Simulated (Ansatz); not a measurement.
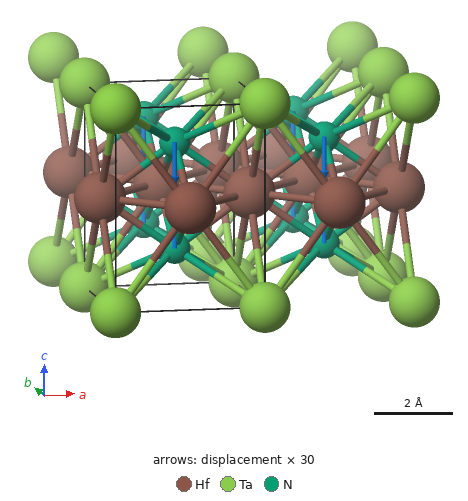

A relaxation of crystalline Hf₂TaN₂ (a generated structure, set up in P4/mmm) (coarse preliminary run). The starting structure is drawn; blue arrows show the displacements (the part carried along by the change of the cell is left out), magnified 30 times.

A ball-and-stick model of the cell of the calculation, repeated 2 × 2 × 1 with one cell outlined, seen slightly off an axis.

The calculation used DFT PBE, scalar-relativistic, plane waves, PAW in Ansatz. Settings: plane-wave cutoff 420 eV; k-point mesh 4 × 4 × 4; occupations gaussian; smearing width 0.1 eV; no spin polarisation; cell and atoms relaxed; force threshold 0.04 eV/Å; at most 70 steps.

Q: Atoms of which element are displaced furthest, and by how much?

A: Nitrogen: up to 0.038 Å, against 0.000 Å for tantalum.

Q: Describe the change and its energy.

A: The largest moves relative to the cell, 0.038 Å, are those of N atoms. Ta and Hf stay in place. Cell: a = b 3.955 → 3.769 Å (−4.7 %), c 5.365 → 5.144 Å (−4.1 %). Volume −12.9 %. Near-neighbour distances that change, for instance: Hf–Ta 3.333 → 3.188 Å, Hf–Hf 2.797 → 2.665 Å, Hf–N 2.420 → 2.289 Å, N–Ta 3.079 → 2.954 Å. The space group stays P4/mmm (No. 123). Over 4 accepted moves (5 points after the start) the energy falls by 0.769 eV per cell of the calculation. The largest force component goes from 1.6 to 0.0083 eV/Å. The pressure goes from −18.01 to −0.14 GPa. The SCF was repeated once at an unchanged geometry on a basis and grid sized afresh for the cell, which shifted the energy by 10.1 meV per cell of the calculation at most.

Limits of the set-up: the k-point mesh is coarse for a cell with partly filled bands.
